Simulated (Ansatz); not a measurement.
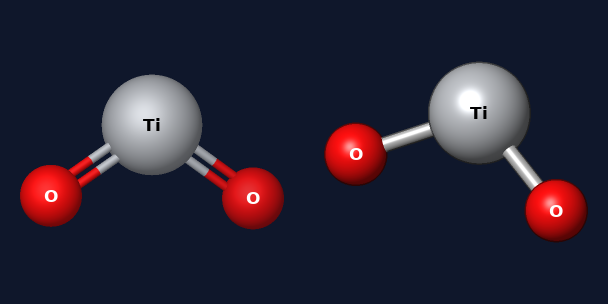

Both panels show the same species.

Charge 0, singlet.

Identify the structure.

It has 3 atoms: 1 titanium and 2 oxygen (TiO₂). SMILES: `[O]=[Ti]=[O]`. The point group is C2v. Coordination: 1 Ti bent.

More results for the same structure follow; atom numbers are the same in all pictures, views and colours differ. Computed geometry: PBE0-D4/def2-TZVP optimisation.

### Vibrations

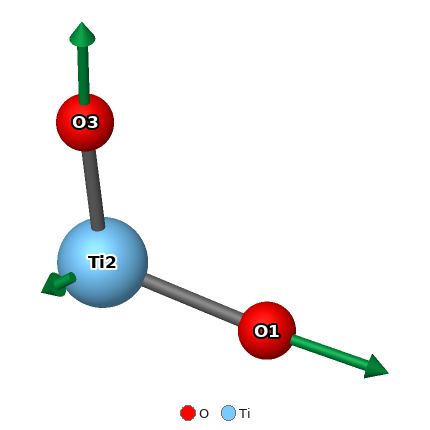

The arrows show one normal mode. Harmonic vibrations computed with RKS PBE0-D4/def2-TZVP (Ansatz 0.2.0) at a stationary point of the same level.

> Describe the motion.

Mostly in-phase stretching of 2 Ti–O bonds.

> At what wavenumber does it lie?

1060 cm⁻¹; it is mode 3 of 3 counted from the lowest.

### Dipole moment

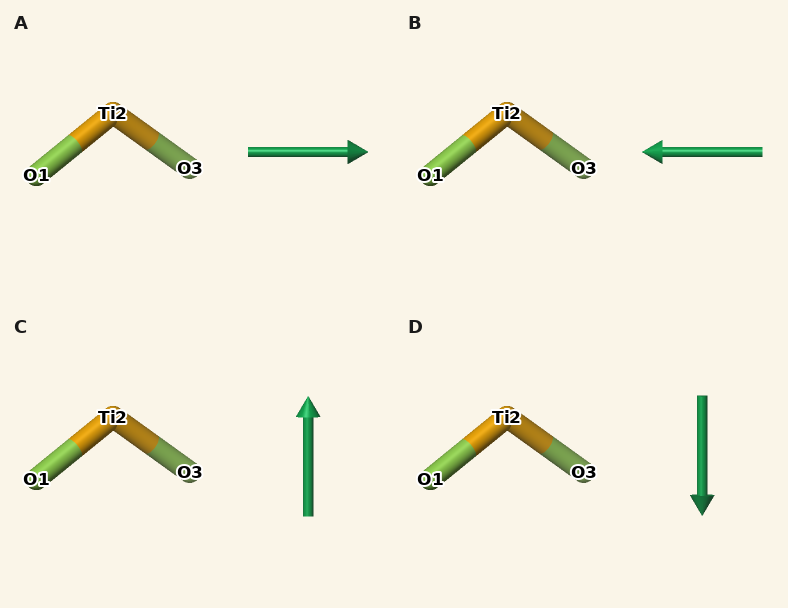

The same molecule four times, each with an arrow. Properties computed with RKS B3LYP-D4/def2-TZVPP (Ansatz 0.2.0).

> Which arrow points along the dipole moment, from the negative to the positive end?

C. The dipole moment is 6.65 D; it points from the side of O1, O3 to the side of Ti2 (the outermost atoms at the two ends).

### Levels of theory compared

Program: Ansatz 0.2.0.

Compare HOMO energy (eV), HOMO–LUMO gap (eV) at these levels: B3LYP-D4/def2-TZVPP; B97M-V/def2-TZVPP; BHLYP-D4/def2-TZVPP; CAM-B3LYP-D4/def2-TZVPP; HSE06-D4/def2-TZVPP; PBE0-D4/def2-TZVPP; r2SCAN0-D4/def2-TZVPP; ωB97X-V/def2-TZVPP.

```json
{"level": "B3LYP-D4/def2-TZVPP", "HOMO energy (eV)": "−7.08", "HOMO–LUMO gap (eV)": "3.86"}
{"level": "B97M-V/def2-TZVPP", "HOMO energy (eV)": "−6.10", "HOMO–LUMO gap (eV)": "2.78"}
{"level": "BHLYP-D4/def2-TZVPP", "HOMO energy (eV)": "−8.81", "HOMO–LUMO gap (eV)": "6.27"}
{"level": "CAM-B3LYP-D4/def2-TZVPP", "HOMO energy (eV)": "−8.77", "HOMO–LUMO gap (eV)": "6.54"}
{"level": "HSE06-D4/def2-TZVPP", "HOMO energy (eV)": "−6.88", "HOMO–LUMO gap (eV)": "3.69"}
{"level": "PBE0-D4/def2-TZVPP", "HOMO energy (eV)": "−7.28", "HOMO–LUMO gap (eV)": "4.45"}
{"level": "r2SCAN0-D4/def2-TZVPP", "HOMO energy (eV)": "−7.49", "HOMO–LUMO gap (eV)": "4.96"}
{"level": "ωB97X-V/def2-TZVPP", "HOMO energy (eV)": "−9.68", "HOMO–LUMO gap (eV)": "8.57"}
```
